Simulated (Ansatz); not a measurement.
# InSe (P-6m2): spin-orbit coupling beyond the local functionals

Aim: the spin-orbit change of the gap of InSe (P-6m2).

Main program and level: Ansatz 0.2.0; density functionals with and without spin-orbit coupling, plane waves, PAW.

## (1) The starting structure

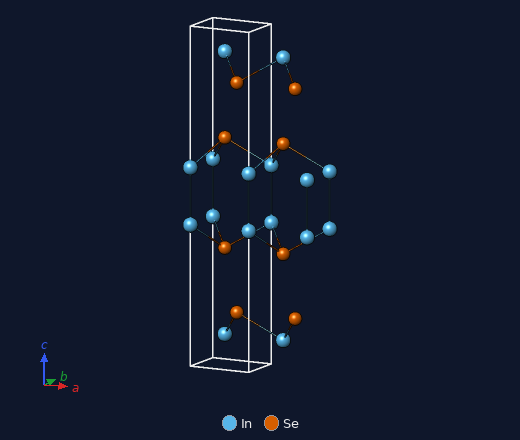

Start, viewed slightly off an axis; indium blue, selenium orange. 2×1×1 cells are drawn. Some periodic images of atoms are drawn too.

The structure was relaxed with LDA. The runs that relaxed it are not among those shown. The default PAW set here is soft_2. Its files were made with PBE.

## (2) HSE06, 6×6×2 mesh

This step: DFT, HSE06, plane waves, PAW.

Contents of input.yaml:

```yaml
crystal:
  lattice:
    - [3.9748709455, 0.0, 0.0]
    - [-1.9874354728, 3.4423392156, 0.0]
    - [0.0, 0.0, 16.2636494814]
  atoms:
    - { symbol: In, position: [0.0, 0.0, 0.5842950809] }
    - { symbol: In, position: [0.0, 0.0, 0.4157049191] }
    - { symbol: In, position: [0.3333333333, 0.6666666667, 0.9156997426] }
    - { symbol: In, position: [0.3333333333, 0.6666666667, 0.0843002574] }
    - { symbol: Se, position: [0.6666666667, 0.3333333333, 0.8378264049] }
    - { symbol: Se, position: [0.6666666667, 0.3333333333, 0.1621735951] }
    - { symbol: Se, position: [0.3333333333, 0.6666666667, 0.6621026916] }
    - { symbol: Se, position: [0.3333333333, 0.6666666667, 0.3378973084] }
kpoints:
  mp_grid: { grid: [6, 6, 2] }
  band_path:
    path:
      - [0.0, 0.0, 0.0]
      - [0.5, 0.0, 0.0]
      - [0.33333333, 0.33333333, 0.0]
      - [0.0, 0.0, 0.5]
      - [0.5, 0.0, 0.5]
      - [0.33333333, 0.33333333, 0.5]
    npoints: 1
hamiltonian:
  xc: hse06
scf:
  occupations: { method: fixed }
  n_extra_bands: 6
output:
  eigenvalues: true
  write_density: true
  write_potential: true
  elf: true
  volumetric_format: npy
```

The run is started by

```console
> ansatz run input.yaml --threads 3 --pin off --max-ram 92160MiB --backend cuda --events-out ev --progress --plain --runs-dir out --devices 1 --max-vram 13GiB
```

Numbers of over 12 decimals in the logs are rounded to 6 here.

Output:

```text
scf.n_extra_bands = 6 over 58 filled bands (N_el = 116.0): the run solves 64 bands
GPUs: using 1 of 1 available (devices: 1).
Engine: ansatz 0.2.0, x86_64-unknown-linux-gnu
Pseudopotentials: kind: paw
Pseudopotential: In, paw, valence charge 13, recommended cutoff 420 eV (normal), In.paw.azcp
Pseudopotential: Se, paw, valence charge 16, recommended cutoff 420 eV (normal), Se.paw.azcp
Functional definition: HSE06
  parameter a = 0.25
  parameter omega = 0.11/bohr
  exchange = pbe_x - a*pbe_x_sr(omega) + a*exact_x_sr(omega)
  correlation = pbe_c
davidson cushion auto → on  (no smearing: the cushion is to keep the highest requested band from converging to the state above it; pin scf.eigensolver.cushion to override)
device memory: the entry about to start is reckoned to put 4.0 GiB on a device that reports 27.4 GiB free (of which the cap on the GPU budget leaves the run 13.0 GiB)
GPU FFT provider: cuFFT
GPU libraries: cuBLAS 13.8.2, cuFFT 12.4.0, cuSOLVER 12.3.4
Crystal: 8 atoms, lattice volume = 222.533 Å³
Basis set: ecut = 420 eV, 4387 PW (Γ)
Bands: 64, of which v1, the nominal top of the filled ones, is band 58 counted from 1 (57 counted from 0)
Symmetry: 12 space group operations
Space group: P-6m2 (ITA 187), of the structure as read, at distance tolerance 6.1e-5 Å
k-points: 14 of 72 (time reversal used)
Non-local potential: In, projectors of the file, l = 0: 2, l = 1: 2, l = 2: 2, l = 3: 2
Non-local potential: Se, projectors of the file, l = 0: 2, l = 1: 2, l = 2: 3, l = 3: 1
PAW form: soft (Blöchl's): semilocal exchange-correlation on the pseudo side does not see the compensation charge
PAW frozen core: In, regenerated for the run's functional, and the local potential with it (the file was generated under x = pbe(κ = 0.804, μ = 0.219515), c = pbe(β = 0.066725))
PAW frozen core: Se, regenerated for the run's functional, and the local potential with it (the file was generated under x = pbe(κ = 0.804, μ = 0.219515), c = pbe(β = 0.066725))
PAW one-centre angular grid: In, 590 points (default); XC on 64 Gauss nodes
PAW one-centre angular grid: Se, 590 points (default); XC on 64 Gauss nodes
Initial density: superposition of atomic densities (neutral atoms: chi_scale 0, normalization atom), corrected by the library's trained network
Initial wavefunctions: pseudopotential atomic-orbital guess
GPU buffer pool allocated for 87480 grid points (all kernels)
GPU transforms: local potential and band sums: pruned to the plane-wave sphere, on 25×27×120
Functional: x = pbe(κ = 0.804, μ = 0.219515), c = pbe(β = 0.066725), warm-up for x = pbe(κ = 0.804, μ = 0.219515) + 0.25 (exact − pbe) at short range (hse, ω = 0.207870 Å⁻¹), c = pbe(β = 0.066725); HSE06 as pw.x's `hse` composes it (authors' and Libxc's form: `xc: wpbeh`)
[...]
Frozen-core exchange: fock
SCF iter   1: F=—  HF=-44293.707538 eV  |F-HF|=—  |Δ(HF+E_count)|=         —  Δρ=5.71e-5  dr2=1.51e-5  ethr=9.55e-7  ⟨swp⟩=2.8  Hψ=1990  notcnv=0
preconditioner: auto → none  [insulator: Δε(μ)=1.148 eV  Ē_g=14.807 eV  n_scr=66 (ndim 8)  ℏωp=21.7 eV  f_vac=0.062]
SCF iter   2: F=—  HF=-44293.707540 eV  |F-HF|=—  |Δ(HF+E_count)|=   2.32e-6  Δρ=2.87e-5  dr2=1.82e-6  ethr=1.05e-8  ⟨swp⟩=4.3  Hψ=3310  notcnv=0
SCF iter   3: F=—  HF=-44293.707542 eV  |F-HF|=—  |Δ(HF+E_count)|=   1.63e-6  Δρ=1.66e-5  dr2=5.13e-7  ethr=1.32e-9  ⟨swp⟩=4.9  Hψ=2356  notcnv=0  defer=3
SCF iter   4: F=-44293.707542 eV  HF=-44293.707542 eV  |F-HF|=2.82e-8  |Δ(HF+E_count)|=   7.41e-8  Δρ=4.94e-6  dr2=5.56e-8  ethr=3.90e-10  ⟨swp⟩=3.0  Hψ=2045  notcnv=0
SCF 3 converged in 4 iterations: F = -44293.707542 eV  dr2 = 5.56e-8
[...]
hybrid outer 2: dexx = +2.413e-6 eV, tail = 2.05e-7 eV, Δε = 2.30e-3 eV (about 1.29e-4 eV left of the loop's levels)
device memory: the entry about to start is reckoned to put 1.5 GiB on a device that reports 26.3 GiB free (of which the cap on the GPU budget leaves the run 13.0 GiB)
NSCF: frozen V_eff on 6 k-points
hybrid SCF converged: 2 outer / 12 inner (+6 warm-up), last move |dexx| = 2.41e-6 eV, tail = 2.05e-7 eV
Stability not checked: this state was not tested for a lower state beside it, because the functional holds exact exchange (a hybrid, or Hartree-Fock), whose exchange loop this test does not read (fock_operator; see scf.lower_state_search)
Free energy (F): -44293.707542 eV
Frozen-core exchange: fock
Harris-Foulkes:  -44293.707542 eV  (|F-HF|=2.82e-8)
Internal energy: -44293.707542 eV  (E = F + TS)
E sigma→0 (E₀):  -44293.707542 eV
Fermi energy:    7.626463 eV
--- Per-component energies (eV) ---
  E_band       = -2046.155851
  E_kinetic    = 1447.508619
  E_local      = -15430.922049  (includes V_loc(G=0)·N_el)
  E_nonlocal   = -915.807694
  E_hartree    = 7139.782352
  E_xc         = -1019.061231
  E_vxc        = -632.779464  (∫ρ·V_xc dr)
  E_exx        = -402.763553  (= α·E_x^exact, valence–valence)
  E_paw        = -24142.070158  (= ΣΔE_a)
  E_vpaw       = 11.815014  (= ΣTr[D̂ρ^β])
  E_aug_tail   = -0.002267  (compensation charges beyond the density's cutoff)
  E_ewald      = -10968.132557
  E_core_change = -2.239005  (= ΣΔE_core)
  E_smearing   = -0.000000  (= −TS)
  E_closure    = 0.000000  (closes the sum)
  Σ components = -44293.707542   (vs F -44293.707542, Δ=-7.28e-12)
--- Band table (eV; the first three rows and the last of 14) ---
  k-point 0: bands = [... 54 lower, 6.1725, 6.2665, 6.2665, 7.6265, 8.7752, 10.2079, 10.4711, 10.5384, ... 2 higher]
  k-point 1: bands = [... 54 lower, 6.2289, 6.2289, 6.6442, 6.6888, 9.5373, 9.6347, 10.5240, 10.5558, ... 2 higher]
  k-point 2: bands = [... 54 lower, 5.8609, 5.9978, 6.2805, 7.3330, 10.0616, 10.6247, 10.9868, 11.1592, ... 2 higher]
  k-point 13: bands = [... 54 lower, 4.7044, 5.1163, 5.4644, 5.8538, 9.6299, 9.9092, 10.7400, 11.0806, ... 2 higher]
```

Run time: 52 s. Hardware: 1 × NVIDIA H100 80GB HBM3 (shared by 6 runs) with 3 threads of AMD EPYC 7R13 (Zen 3), shared host; peak memory 2.1 GiB; 1.7 min of CPU time.

This step gave:

```yaml
gap: 1.149 eV
valence_top_at: Γ
conduction_bottom_at: Γ
least_direct_gap: 1.149 eV
exact_exchange_fraction: 0.25
```

The gap is direct, at Γ.

## (3) HSE06+SOC, 6×6×2 mesh

The many-body steps leave out spin-orbit coupling, so its effect is taken from a two-component run, with twice the bands.

This step: DFT, HSE06 with spin-orbit coupling, plane waves, PAW.

Changes to input.yaml since step 2:

```diff
@@ -28,4 +28,7 @@
 scf:
-  occupations: { method: fixed }
-  n_extra_bands: 6
+  occupations: { method: fermi_dirac, width: 0.02 }
+  n_extra_bands: 12
+magnetization:
+  noncollinear: true
+  spin_orbit: true
 output:
```

Output:

```text
[...]
GPUs: using 1 of 1 available (devices: 1).
[...]
non-collinear run that drives no moment, with spin-orbit: no starting moment large enough to seed its density (crystal.atoms[].spin), no starting occupations that ask for one, no magnetisation constraint and no magnetic field, so the semilocal B_xc is pinned to zero
[...]
GPU FFT provider: cuFFT
GPU libraries: cuBLAS 13.8.2, cuFFT 12.4.0, cuSOLVER 12.3.4
Crystal: 8 atoms, lattice volume = 222.533 Å³
Basis set: ecut = 420 eV, 4387 PW (Γ)
Bands: 128, of which v1, the nominal top of the filled ones, is band 116 counted from 1 (115 counted from 0)
Symmetry: 12 space group operations + 12 with time reversal
[...]
k-points: 14 of 72 (time reversal used)
Projection manifold: j_resolved (fully-relativistic pseudo-atomic orbitals)
[...]
GPU buffer pool allocated for 87480 grid points (all kernels)
[...]
SCF iter   1: F=—  HF=-44284.894755 eV  |F-HF|=—  |Δ(HF+E_count)|=         —  Δρ=5.18e-2  dr2=2.83e1  dr2_m=0.00e0 (ungated)  ethr=1.00e-1  |M|=0.00e0 ∫|m|=0.00e0 μB  |m|>n=0.0e0 m-floor=0.0e0 τ_xc=0.0e0  β_m=0.30  ⟨swp⟩=4.0  Hψ=6281  notcnv=0
[...]
SCF iter  10: F=-44279.883556 eV  HF=-44279.883559 eV  |F-HF|=3.04e-6  |Δ(HF+E_count)|=   4.49e-6  Δρ=3.47e-5  dr2=3.14e-6  dr2_m=0.00e0 (ungated)  ethr=1.83e-8  |M|=0.00e0 ∫|m|=0.00e0 μB  |m|>n=0.0e0 m-floor=0.0e0 τ_xc=0.0e0  ⟨swp⟩=4.2  Hψ=4988  notcnv=0
SCF 1 stopped early in 10 iterations: F = -44279.883556 eV  dr2 = 3.14e-6
[...]
GPU FFT provider: cuFFT
GPU libraries: cuBLAS 13.8.2, cuFFT 12.4.0, cuSOLVER 12.3.4
Projection manifold: j_resolved (fully-relativistic pseudo-atomic orbitals)
[...]
GPU buffer pool allocated for 87480 grid points (all kernels)
[...]
Frozen-core exchange: fock
SCF iter   1: F=—  HF=-44282.753494 eV  |F-HF|=—  |Δ(HF+E_count)|=         —  Δρ=5.26e-3  dr2=6.92e-2  dr2_m=0.00e0 (ungated)  ethr=2.71e-8  |M|=0.00e0 ∫|m|=0.00e0 μB  |m|>n=0.0e0 m-floor=0.0e0 τ_xc=0.0e0  β_m=0.30  ⟨swp⟩=12.9  Hψ=11433  notcnv=0
[...]
SCF iter   7: F=-44282.754545 eV  HF=-44282.754548 eV  |F-HF|=2.78e-6  |Δ(HF+E_count)|=   3.02e-5  Δρ=1.62e-5  dr2=9.52e-6  dr2_m=0.00e0 (ungated)  ethr=2.71e-8  |M|=0.00e0 ∫|m|=0.00e0 μB  |m|>n=0.0e0 m-floor=0.0e0 τ_xc=0.0e0  ⟨swp⟩=4.8  Hψ=4371  notcnv=0
SCF 2 stopped early in 7 iterations: F = -44282.754545 eV  dr2 = 9.52e-6
[...]
hybrid outer 1: dexx = +3.554e-2 eV, tail = 2.18e-4 eV
GPU FFT provider: cuFFT
GPU libraries: cuBLAS 13.8.2, cuFFT 12.4.0, cuSOLVER 12.3.4
Projection manifold: j_resolved (fully-relativistic pseudo-atomic orbitals)
GPU buffer pool allocated for 87480 grid points (all kernels)
[...]
Frozen-core exchange: fock
SCF iter   1: F=—  HF=-44282.754669 eV  |F-HF|=—  |Δ(HF+E_count)|=         —  Δρ=5.23e-5  dr2=1.02e-5  dr2_m=0.00e0 (ungated)  ethr=9.39e-7  |M|=0.00e0 ∫|m|=0.00e0 μB  |m|>n=0.0e0 m-floor=0.0e0 τ_xc=0.0e0  β_m=0.30  ⟨swp⟩=5.5  Hψ=3859  notcnv=0
[...]
SCF iter   6: F=-44282.754673 eV  HF=-44282.754673 eV  |F-HF|=4.37e-10  |Δ(HF+E_count)|=   3.59e-8  Δρ=1.31e-6  dr2=6.62e-9  dr2_m=0.00e0 (ungated)  ethr=4.23e-12 (applied; sched 1.68e-12)  |M|=0.00e0 ∫|m|=0.00e0 μB  |m|>n=0.0e0 m-floor=0.0e0 τ_xc=0.0e0  ⟨swp⟩=4.3  Hψ=9675  notcnv=0
SCF 3 converged in 6 iterations: F = -44282.754673 eV  dr2 = 6.62e-9
[...]
NSCF: frozen V_eff on 6 k-points
[...]
Magnetization: |M| = 0.0000 μB,  M = (+0.0000, +0.0000, +0.0000) μB
Absolute magnetization: 0.0000 μB (∫|m|)
  site 0: m = (+0.0000, +0.0000, +0.0000) μB, |m| = 0.0000 μB  (R = 1.08 Å)
  site 1: m = (+0.0000, +0.0000, +0.0000) μB, |m| = 0.0000 μB  (R = 1.08 Å)
  site 2: m = (+0.0000, +0.0000, +0.0000) μB, |m| = 0.0000 μB  (R = 1.08 Å)
  site 3: m = (+0.0000, +0.0000, +0.0000) μB, |m| = 0.0000 μB  (R = 1.08 Å)
  site 4: m = (+0.0000, +0.0000, +0.0000) μB, |m| = 0.0000 μB  (R = 1.08 Å)
  site 5: m = (+0.0000, +0.0000, +0.0000) μB, |m| = 0.0000 μB  (R = 1.08 Å)
  site 6: m = (+0.0000, +0.0000, +0.0000) μB, |m| = 0.0000 μB  (R = 1.08 Å)
  site 7: m = (+0.0000, +0.0000, +0.0000) μB, |m| = 0.0000 μB  (R = 1.08 Å)
Free energy (F): -44282.754673 eV
Frozen-core exchange: fock
[...]
Internal energy: -44282.754673 eV  (E = F + TS)
E sigma→0 (E₀):  -44282.754673 eV
Fermi energy:    8.216420 eV
[...]
--- Band table (eV; the first three rows and the last of 14) ---
  k-point 0: bands = [... 112 lower, 6.4263, 6.4263, 7.6566, 7.6566, 8.7762, 8.7762, 10.2050, 10.2050, ... 8 higher]
  k-point 1: bands = [... 112 lower, 6.6978, 6.6978, 6.7396, 6.7396, 9.5367, 9.5367, 9.6350, 9.6350, ... 8 higher]
  k-point 2: bands = [... 112 lower, 6.3123, 6.3123, 7.3464, 7.3464, 10.0632, 10.0632, 10.6209, 10.6209, ... 8 higher]
  k-point 13: bands = [... 112 lower, 5.4089, 5.5108, 5.8170, 5.8796, 9.6120, 9.6495, 9.9078, 9.9143, ... 8 higher]
```

Run time: 6.1 min. Hardware: 1 × NVIDIA H100 80GB HBM3 (shared by 6 runs) with 3 threads; peak memory 5.4 GiB; 15 min of CPU time.

Numbers from this step:

```yaml
gap: 1.120 eV
valence_top_at: Γ
conduction_bottom_at: Γ
least_direct_gap: 1.120 eV
exact_exchange_fraction: 0.25
```

The gap stands −0.03 eV against HSE06.

## (4) Together

Times are wall times on 1 × NVIDIA H100 80GB HBM3 (shared by 6 runs) with 3 threads of AMD EPYC 7R13 (Zen 3), shared host, good to a factor of about two.

```
level  gap (eV)  with coupling (eV)  change (eV)  time  with coupling
HSE06      1.15                1.12        −0.03  52 s        6.1 min
```

## (5) Results

```json
{
  "HSE06": "1.15 eV",
  "HSE06+SOC": "1.12 eV"
}
```

What this shows: Spin-orbit coupling changes the gap by −0.03 eV and the least direct gap by −0.03 eV.

[Paths, hosts, dates, memory and timing lines, banners, echoed tables and standing remarks are left out of the program output.]

[Logs are printed without paths, hosts, clocks, repeated set-up lines and the standing remarks that a program may print on its own settings, such as how far it seeks lower states.]

[Runs of the session that timed out or met a known fault of the program may be left out.]

[Cells called generated may have been cut or substituted from an entry of the Crystallography Open Database or the Materials Project.]

[Hosts, paths, dates, database ids (printed as entryN), source tags and the programs' standing remarks are cut or masked in the printed files.]
